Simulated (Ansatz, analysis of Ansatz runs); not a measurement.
# NiWO4 (P2/c): a line between two O sites for an added hole, part 2 of 3

Question: does an added hole stay on the O atom where it is started in NiWO4 (P2/c), and if so, how high is the barrier for a hop to another O site nearby? Model: a cell of 48 host atoms.

Ansatz 0.2.0; plane-wave PAW DFT, PBEsol+U; relaxation of all atoms of a supercell at fixed charge in a uniform background; PAW set soft_1.

So far. Step 2 (The cell without the carrier): The largest displacement from an ideal site is 0.020 Å.

## 3. The hole on the first site

The nearest neighbour or neighbours of the site start displaced and the site's starting moment is changed by the carrier's spin, since a carrier doesn't trap itself in the undistorted lattice.

A.relax/input.yaml reads:

```yaml
crystal:
  lattice:
    - [-4.5975235, 5.66344718, 4.90769498]
    - [4.57797626, -5.66344718, 4.89777358]
    - [4.5975235, 5.66344718, -4.90769498]
  atoms:
    - { symbol: Ni, position: [0.046075, 0.125528, 0.420938], spin: 2.0 }
    - { symbol: Ni, position: [0.046047, 0.625557, 0.920942], spin: 2.0 }
    - { symbol: Ni, position: [0.546047, 0.125532, 0.920888], spin: 2.0 }
    - { symbol: Ni, position: [0.540235, 0.644688, 0.419134], spin: 2.0 }
    - { symbol: Ni, position: [0.439495, 0.370291, 0.593136], spin: -2.0 }
    - { symbol: Ni, position: [0.454791, 0.875512, 0.079712], spin: -2.0 }
    - { symbol: Ni, position: [0.954829, 0.375595, 0.079727], spin: -2.0 }
    - { symbol: Ni, position: [0.954848, 0.875555, 0.579749], spin: -2.0 }
    - { symbol: W, position: [0.215351, 0.125551, 0.090192] }
    - { symbol: W, position: [0.215297, 0.625565, 0.59019] }
    - { symbol: W, position: [0.715303, 0.125517, 0.590163] }
    - { symbol: W, position: [0.715273, 0.625549, 0.090169] }
    - { symbol: W, position: [0.285592, 0.375558, 0.910514] }
    - { symbol: W, position: [0.285575, 0.87555, 0.410467] }
    - { symbol: W, position: [0.805183, 0.369706, 0.407124] }
    - { symbol: W, position: [0.785619, 0.875619, 0.910539] }
    - { symbol: O, position: [0.235749, 0.177065, 0.317206] }
    - { symbol: O, position: [0.235721, 0.67709, 0.817207] }
    - { symbol: O, position: [0.73573, 0.17702, 0.817175] }
    - { symbol: O, position: [0.735731, 0.67708, 0.317185] }
    - { symbol: O, position: [0.390843, 0.074041, 0.059125] }
    - { symbol: O, position: [0.39079, 0.574048, 0.559121] }
    - { symbol: O, position: [0.890787, 0.07398, 0.559082] }
    - { symbol: O, position: [0.890773, 0.57405, 0.059093] }
    - { symbol: O, position: [0.265193, 0.324055, 0.683512] }
    - { symbol: O, position: [0.265108, 0.824008, 0.183442] }
    - { symbol: O, position: [0.76512, 0.32406, 0.18346] }
    - { symbol: O, position: [0.765177, 0.824047, 0.683502] }
    - { symbol: O, position: [0.110082, 0.427047, 0.941552] }
    - { symbol: O, position: [0.110079, 0.927054, 0.441559] }
    - { symbol: O, position: [0.610144, 0.427103, 0.441608], spin: 1.0 }
    - { symbol: O, position: [0.61009, 0.927082, 0.941573] }
    - { symbol: O, position: [0.481575, 0.14343, 0.554931] }
    - { symbol: O, position: [0.481567, 0.643448, 0.054998] }
    - { symbol: O, position: [0.981597, 0.143479, 0.054988] }
    - { symbol: O, position: [0.981584, 0.643426, 0.554947] }
    - { symbol: O, position: [0.162207, 0.107669, 0.838643] }
    - { symbol: O, position: [0.16218, 0.607658, 0.338556] }
    - { symbol: O, position: [0.662227, 0.107647, 0.338566] }
    - { symbol: O, position: [0.662176, 0.607707, 0.838617] }
    - { symbol: O, position: [0.338755, 0.393472, 0.162114] }
    - { symbol: O, position: [0.338669, 0.893431, 0.662077] }
    - { symbol: O, position: [0.838702, 0.393413, 0.66209] }
    - { symbol: O, position: [0.838716, 0.893475, 0.162091] }
    - { symbol: O, position: [0.019309, 0.357651, 0.445684] }
    - { symbol: O, position: [0.019328, 0.857699, 0.945735] }
    - { symbol: O, position: [0.519325, 0.357657, 0.945664] }
    - { symbol: O, position: [0.519299, 0.857655, 0.445704] }
total_charge: 1
basis:
  ecutwfc: 420
  xc_grid: 2
hamiltonian:
  xc: pbesol
  hubbard:
    sites: [{ species: Ni, l: d, u_eff: 5.0 }, { species: O, l: p, u_eff: 6.0 }]
    projectors: ortho-atomic
  pseudopotentials: { kind: paw, azcp: { folder: soft_1 }, xc_functional: pbe }
kpoints:
  mp_grid: { grid: [1, 1, 1] }
magnetization:
  spin_polarized: true
  initial_magnetization: 1
  spin_locking: { lock_magnetization: hard }
scf:
  occupations: { method: fermi_dirac, width: 0.01 }
  max_iter: 120
  lower_state_search: "off"
output:
  forces: true
relax:
  f_tol: 0.015
  max_steps: 70
  escape_saddle: false
checkpoint:
  write: "../A.relax.run"
  compress: false
  write_wavefunctions: true
  write_every: 100000
```

Command:

```sh
$ ansatz run input.yaml --threads 8 --pin off --max-ram 17899MiB --backend cpu --events-out ev --progress --plain --runs-dir out
```

Numbers of over 12 decimals in the logs are rounded to 6 here.

The program printed:

```text
[...]
Crystal: 48 atoms, lattice volume = 509.540 Å³
Basis set: ecut = 420 eV, 9975 PW (Γ), exchange–correlation on 120×120×120 points (8 copies of the dense FFT grid, shifted against one another)
Bands: 272, of which v1, the nominal top of the filled ones, is band 224 counted from 1 (223 counted from 0)
Symmetry: 1 space group operations
[...]
k-points: 1
[...]
Starting moments: Σ|m| = 17 μB on 9 of 48 sites
[...]
SCF iter   1: F=—  HF=-146446.687891 eV  |F-HF|=—  |Δ(HF+E_count)|=         —  Δρ=2.29e-1 (↑2.27e-1 ↓2.29e-1)  dr2=8.17e2  dr2_m=6.54e1  M=1.000 μB ∫|m|=4.633 μB  β_m=0.30  ethr=3.10e-3  ⟨swp⟩=6.0  Hψ=1890  notcnv=0  defer=21
[...]
spin=Collinear: Resta preconditioning applied to the charge; magnetization (m = ρ↑ − ρ↓) channel mixes plain (no charge-response kernel on spin).
SCF iter   2: F=—  HF=-146355.001272 eV  |F-HF|=—  |Δ(HF+E_count)|=    9.17e1  Δρ=8.99e-2 (↑7.41e-2 ↓8.99e-2)  dr2=7.46e1  dr2_m=6.42e0  M=1.000 μB ∫|m|=15.638 μB  β_m=0.28  ethr=3.10e-3  ⟨swp⟩=4.0  Hψ=1297  notcnv=0  defer=78
[...]
SCF iter  30: F=-146366.550151 eV  HF=-146366.550152 eV  |F-HF|=7.62e-7  |Δ(HF+E_count)|=   5.31e-5  Δρ=1.83e-5 (↑1.27e-5 ↓1.83e-5)  dr2=2.24e-6  dr2_m=2.19e-7  M=1.000 μB ∫|m|=16.620 μB  ethr=1.26e-9  ⟨swp⟩=2.0  Hψ=2266  notcnv=0
SCF 1 converged in 30 iterations: F = -146366.550151 eV  dr2 = 2.24e-6
[...]
relax step   1: F+E_penalty+E_count = -146366.55015094 eV  Δ(F+E_penalty+E_count) = +0.000e0 eV  max|allowed force component| = 2.396e0 eV/Å  Δτ_max = 0.0000 Å  (30 SCF iters, dr2 threshold 5.63e-6 eV, accepted)
[...]
relax step   2: F+E_penalty+E_count = -146366.88928540 eV  Δ(F+E_penalty+E_count) = -3.391e-1 eV  max|allowed force component| = 1.324e0 eV/Å  Δτ_max = 0.0593 Å  (11 SCF iters, dr2 threshold 1.00e-4 eV, accepted)
relax step   3: F+E_penalty+E_count = -146367.06479081 eV  Δ(F+E_penalty+E_count) = -1.755e-1 eV  max|allowed force component| = 5.157e-1 eV/Å  Δτ_max = 0.0731 Å  (6 SCF iters, dr2 threshold 1.00e-4 eV, accepted)
relax step   4: F+E_penalty+E_count = -146366.72987948 eV  Δ(F+E_penalty+E_count) = +3.349e-1 eV  max|allowed force component| = 2.036e0 eV/Å  Δτ_max = 0.2000 Å  (11 SCF iters, dr2 threshold 4.04e-5 eV, rejected (line search))
relax step   5: F+E_penalty+E_count = -146367.11875873 eV  Δ(F+E_penalty+E_count) = -5.397e-2 eV  max|allowed force component| = 1.049e-1 eV/Å  Δτ_max = 0.0494 Å  (19 SCF iters, accepted)
relax step   6: F+E_penalty+E_count = -146367.12041041 eV  Δ(F+E_penalty+E_count) = -1.652e-3 eV  max|allowed force component| = 7.935e-2 eV/Å  Δτ_max = 0.0077 Å  (8 SCF iters, dr2 threshold 6.88e-7 eV, accepted)
relax step   7: F+E_penalty+E_count = -146367.12108386 eV  Δ(F+E_penalty+E_count) = -6.734e-4 eV  max|allowed force component| = 2.629e-2 eV/Å  Δτ_max = 0.0023 Å  (7 SCF iters, dr2 threshold 3.94e-7 eV, accepted)
SCF iter   1: F=—  HF=-146367.122262 eV  |F-HF|=—  |Δ(HF+E_count)|=         —  Δρ=1.76e-4 (↑1.72e-4 ↓1.76e-4)  dr2=1.69e-4  dr2_m=5.24e-5  M=1.000 μB ∫|m|=16.588 μB  β_m=0.30  ethr=3.56e-7  ⟨swp⟩=4.0  Hψ=1205  notcnv=0  defer=88
[...]
SCF iter   9: F=-146367.121210 eV  HF=-146367.121210 eV  |F-HF|=3.84e-8  |Δ(HF+E_count)|=   5.71e-7  Δρ=2.53e-6 (↑2.08e-6 ↓2.53e-6)  dr2=7.46e-8  dr2_m=3.44e-9  M=1.000 μB ∫|m|=16.588 μB  ethr=2.24e-11  ⟨swp⟩=2.0  Hψ=2015  notcnv=0
SCF 8 converged in 9 iterations: F = -146367.121210 eV  dr2 = 7.46e-8
relax step   8: F+E_penalty+E_count = -146367.12120959 eV  Δ(F+E_penalty+E_count) = -1.257e-4 eV  max|allowed force component| = 1.113e-2 eV/Å  Δτ_max = 0.0018 Å  (9 SCF iters, accepted)
NSCF: frozen V_eff on 1 k-points
[...]
SCF converged after 9 iterations
[...]
Magnetization: 1.0000 μB (224.0000 up, 223.0000 down)
Absolute magnetization: 16.5846 μB (∫|ρ↑−ρ↓|, with the PAW one-centre terms)
[...]
Per-site moments (μB) at R_I (Å): [(1.743413, 0.839822), (1.745786, 0.837957), (1.743701, 0.838197), [... 45 left out ...]
Free energy (F): -146367.121210 eV
[...]
Internal energy: -146367.121210 eV  (E = F + TS)
E sigma→0 (E₀):  -146367.121210 eV
Fermi energy:    9.623568 (↑ 10.024685, ↓ 9.622052) eV
[...]
--- Forces (eV/Å), atoms counted from 1 ---
  atom   1  Ni     0.00435794    -0.00118095    -0.00116215
  atom   2  Ni    -0.00066256     0.00064186     0.00014176
  [... 1 atom left out ...]
  atom   4  Ni     0.00630106    -0.00037616    -0.00125078
  atom   5  Ni     0.00390629    -0.00200317    -0.00033136
  [... 2 atoms left out ...]
  atom   8  Ni     0.00183198    -0.00117120     0.00128427
  [... 7 atoms left out ...]
  atom  16  W      0.00164096    -0.00794534    -0.00052636
  [... 3 atoms left out ...]
  atom  20  O     -0.00142893     0.00033137     0.00030234
  [... 1 atom left out ...]
  atom  22  O     -0.00051435    -0.00259166    -0.00056924
  [... 5 atoms left out ...]
  atom  28  O     -0.00000281     0.00163169     0.00044626
  [... 2 atoms left out ...]
  atom  31  O      0.00111982     0.00098242    -0.00027688
  [... 4 atoms left out ...]
  atom  36  O      0.00043130     0.00341586     0.00888894
  [... 3 atoms left out ...]
  atom  40  O     -0.00042457     0.00128165    -0.00093602
  [... 8 atoms left out ...]
  max |Σ_I F_I| component: 9.87e-5 eV/Å
--- Band table (eV) ---
[...]
Occupation matrices written to <dir>
--- Relaxed structure (8 steps of the walk, 7 accepted, 0 SCFs on fresh bases) ---
  F+E_penalty+E_count = -146367.12120959 eV   max|allowed force component| = 1.113e-2 eV/Å
  atoms:
    - { symbol: Ni, position: [0.047662, 0.119690, 0.420490] }
    - { symbol: Ni, position: [0.043116, 0.625195, 0.919721] }
    [... 1 atom left out ...]
    - { symbol: Ni, position: [0.544175, 0.627380, 0.418198] }
    - { symbol: Ni, position: [0.451925, 0.375433, 0.583934] }
    [... 2 atoms left out ...]
    - { symbol: Ni, position: [0.953186, 0.874960, 0.580049] }
    [... 7 atoms left out ...]
    - { symbol: W, position: [0.784262, 0.875413, 0.910625] }
    [... 3 atoms left out ...]
    - { symbol: O, position: [0.735023, 0.677330, 0.317305] }
    [... 1 atom left out ...]
    - { symbol: O, position: [0.391415, 0.575740, 0.560586] }
    [... 5 atoms left out ...]
    - { symbol: O, position: [0.762492, 0.819402, 0.681220] }
    [... 2 atoms left out ...]
    - { symbol: O, position: [0.613896, 0.432561, 0.447047] }
    [... 4 atoms left out ...]
    - { symbol: O, position: [0.981122, 0.642198, 0.555836] }
    [... 3 atoms left out ...]
    - { symbol: O, position: [0.660913, 0.607404, 0.838642] }
    [... 8 atoms left out ...]
```

It took 50 s on 8 threads of Arm Neoverse V2, shared host; peak memory 1.2 GiB.

Step by step:

| step | energy less that of the first step (eV) | largest force component (eV/Å) |
| --- | --- | --- |
| 1 | 0.0000 | 2.3959 |
| 2 | -0.3391 | 1.3240 |
| 3 | -0.5146 | 0.5157 |
| 4 | -0.1797 | 2.0364 |
| 5 | -0.5686 | 0.1049 |
| 6 | -0.5703 | 0.0793 |
| 7 | -0.5709 | 0.0263 |
| 8 | -0.5711 | 0.0111 |

Relaxation step 4 was tried and not accepted.

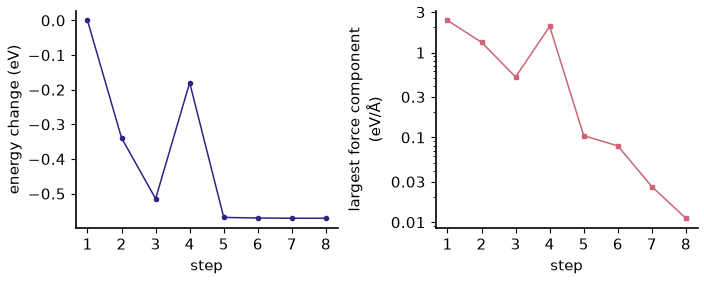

Energy and largest force along the relaxation.

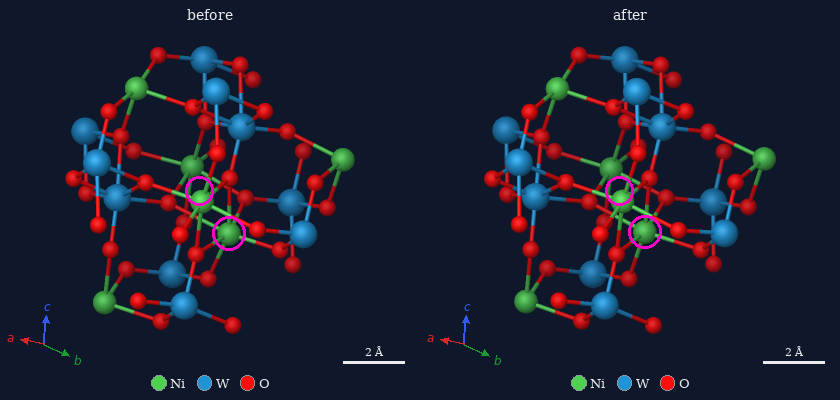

Before and after: the atoms that start within 5 Å of the centre. Ni4, which moves most, is ringed if it is among them. A ring with no atom in it marks the empty centre.

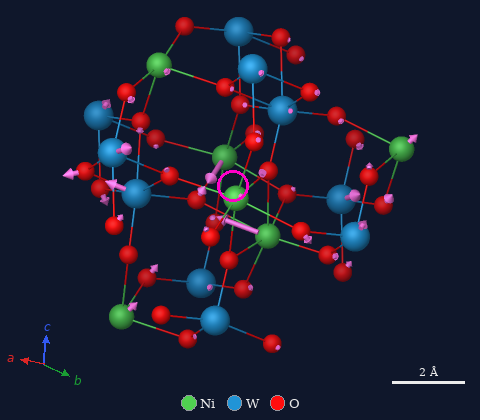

Displacements in the relaxation near the centre, exaggerated; the longest in the cell stands for 0.17 Å. A ring marks the centre wherever it is empty.

The atoms that moved most (Å):

```
atom      dx      dy      dz  length
 Ni4  -0.102   0.115  -0.061   0.165
 Ni5  -0.076  -0.011   0.131   0.152
 W10   0.051   0.006   0.086   0.100
 W15  -0.047   0.065   0.002   0.081
 O45  -0.054   0.023   0.015   0.060
 Ni1  -0.036   0.040  -0.019   0.057
 O42   0.032   0.019   0.033   0.050
 W11   0.031   0.008  -0.030   0.044
```

The moves above count from the input, in which the site's nearest neighbours were already displaced; the distances below compare with the cell without the carrier.

Distances from O31 without and with the hole:

```
atom  without (Å)  with (Å)
 W15         1.79      2.07
 Ni5         2.03      2.08
 Ni4         2.09      2.12
 O28         2.69      2.62
```

The largest changes of the moments are 0.81 μB on O31, 0.03 μB on O39 and -0.02 μB on W15. The largest part sits on the chosen site.

## 4. The hole on the second site

The same start is made on the second site, to get the end of the hop.

B.relax/input.yaml reads:

```yaml
crystal:
  lattice:
    - [-4.5975235, 5.66344718, 4.90769498]
    - [4.57797626, -5.66344718, 4.89777358]
    - [4.5975235, 5.66344718, -4.90769498]
  atoms:
    - { symbol: Ni, position: [0.046075, 0.125528, 0.420938], spin: 2.0 }
    - { symbol: Ni, position: [0.046047, 0.625557, 0.920942], spin: 2.0 }
[... 1 atom line left out ...]
    - { symbol: Ni, position: [0.525118, 0.606433, 0.395996], spin: 2.0 }
    - { symbol: Ni, position: [0.454837, 0.375577, 0.579725], spin: -2.0 }
[... 14 atom lines left out ...]
    - { symbol: O, position: [0.735731, 0.67708, 0.317185] }
[... 1 atom line left out ...]
    - { symbol: O, position: [0.39079, 0.574048, 0.559121] }
[... 5 atom lines left out ...]
    - { symbol: O, position: [0.765177, 0.824047, 0.683502], spin: 1.0 }
[... 2 atom lines left out ...]
    - { symbol: O, position: [0.610144, 0.427103, 0.441608] }
[... 16 atom lines left out ...]
    - { symbol: O, position: [0.519299, 0.857655, 0.445704] }
total_charge: 1
basis:
  ecutwfc: 420
  xc_grid: 2
hamiltonian:
  xc: pbesol
  hubbard:
    sites: [{ species: Ni, l: d, u_eff: 5.0 }, { species: O, l: p, u_eff: 6.0 }]
    projectors: ortho-atomic
  pseudopotentials: { kind: paw, azcp: { folder: soft_1 }, xc_functional: pbe }
kpoints:
  mp_grid: { grid: [1, 1, 1] }
magnetization:
  spin_polarized: true
  initial_magnetization: 1
  spin_locking: { lock_magnetization: hard }
scf:
  occupations: { method: fermi_dirac, width: 0.01 }
  max_iter: 120
  lower_state_search: "off"
output:
  forces: true
relax:
  f_tol: 0.015
  max_steps: 70
  escape_saddle: false
checkpoint:
  write: "../B.relax.run"
  compress: false
  write_wavefunctions: true
  write_every: 100000
```

The program printed:

```text
[...]
Crystal: 48 atoms, lattice volume = 509.540 Å³
Basis set: ecut = 420 eV, 9975 PW (Γ), exchange–correlation on 120×120×120 points (8 copies of the dense FFT grid, shifted against one another)
Bands: 272, of which v1, the nominal top of the filled ones, is band 224 counted from 1 (223 counted from 0)
Symmetry: 1 space group operations
[...]
k-points: 1
[...]
Starting moments: Σ|m| = 17 μB on 9 of 48 sites
[...]
SCF iter   1: F=—  HF=-146446.680771 eV  |F-HF|=—  |Δ(HF+E_count)|=         —  Δρ=2.29e-1 (↑2.27e-1 ↓2.29e-1)  dr2=8.17e2  dr2_m=6.54e1  M=1.000 μB ∫|m|=4.637 μB  β_m=0.30  ethr=3.10e-3  ⟨swp⟩=6.0  Hψ=1889  notcnv=0  defer=20
[...]
F+E_penalty+E_count = -146367.12120996 eV   max|allowed force component| = 1.090e-2 eV/Å
  atoms:
    - { symbol: Ni, position: [0.051466, 0.131414, 0.428411] }
    - { symbol: Ni, position: [0.045191, 0.625912, 0.918363] }
    [... 1 atom left out ...]
    - { symbol: Ni, position: [0.541476, 0.623729, 0.417227] }
    - { symbol: Ni, position: [0.455750, 0.376150, 0.578664] }
[...]
- { symbol: Ni, position: [0.959163, 0.875668, 0.576929] }
[...]
- { symbol: W, position: [0.785874, 0.375694, 0.409287] }
[...]
- { symbol: O, position: [0.735507, 0.675363, 0.316110] }
    [... 1 atom left out ...]
    - { symbol: O, position: [0.390643, 0.573781, 0.558135] }
[...]
- { symbol: O, position: [0.765155, 0.818544, 0.681775] }
    [... 2 atoms left out ...]
    - { symbol: O, position: [0.612483, 0.431709, 0.443530] }
    [... 4 atoms left out ...]
    - { symbol: O, position: [0.981901, 0.643697, 0.553944] }
    [... 3 atoms left out ...]
    - { symbol: O, position: [0.664307, 0.608913, 0.839363] }
    [... 8 atoms left out ...]
[key lines of the parts left out:]
SCF converged after 9 iterations
Magnetization: 1.0000 μB (224.0000 up, 223.0000 down)
Free energy (F): -146367.121210 eV
Fermi energy:    9.623605 (↑ 10.024713, ↓ 9.622091) eV
```

It took 52 s on 8 threads; peak memory 1.2 GiB; 6.4 min of CPU time.

Distances from O28 without and with the hole:

```csv
atom,without (Å),with (Å)
W16,1.79,2.07
Ni8,2.03,2.08
Ni4,2.09,2.12
O31,2.69,2.62
```

The largest changes of the moments are 0.81 μB on O28, 0.03 μB on O35 and -0.02 μB on W16. The largest part sits on the chosen site.

(Part 2 of 3 ends here.)

[Logs are printed without paths, hosts, clocks, repeated set-up lines and the standing remarks that a program may print on its own settings, such as how far it seeks lower states.]

[Hosts, paths, dates, database ids (printed as entryN), source tags and the programs' standing remarks are cut or masked in the printed files.]
